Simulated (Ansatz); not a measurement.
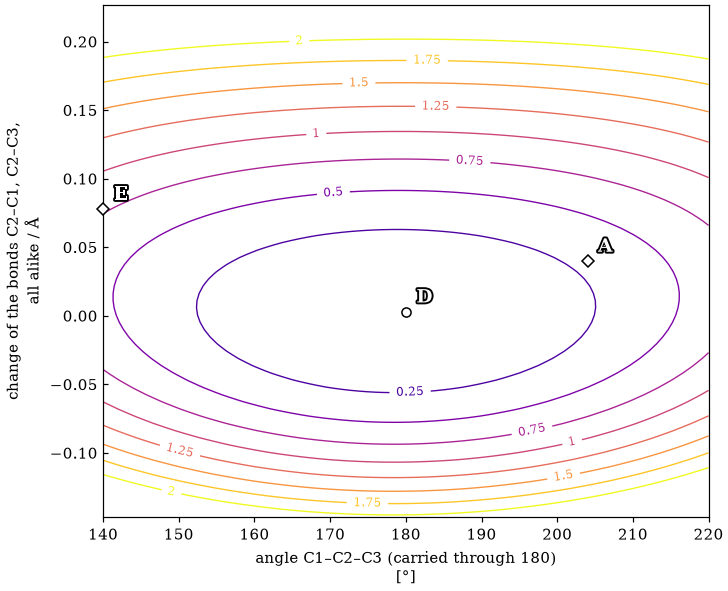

C4H8Si, SMILES C#CCC[SiH3]. Coordinates scanned: (1) angle C1–C2–C3 (carried through 180); (2) change of the bonds C2–C1, C2–C3, all alike. Nothing is relaxed (all other coordinates rigid). Grid: 11 × 11 points. Points are written as (first, second). Energies: eV, counted from the relaxed molecule at the same level. Method: Ansatz 0.2.0, RKS B3LYP-D4/def2-SVP.

In the figure: contour lines labelled in eV (none above 2), lettered points. Between grid points the surface is interpolated.

> What kind of point is each of A, D: minimum, saddle, maximum or slope?

A: on a slope; D: minimum. (In these two coordinates alone; a stationary point may lie a little off the grid point.)

> Rank the lettered points by energy, lowest first.

D (0.0013 eV), A (0.30 eV), E (0.77 eV).
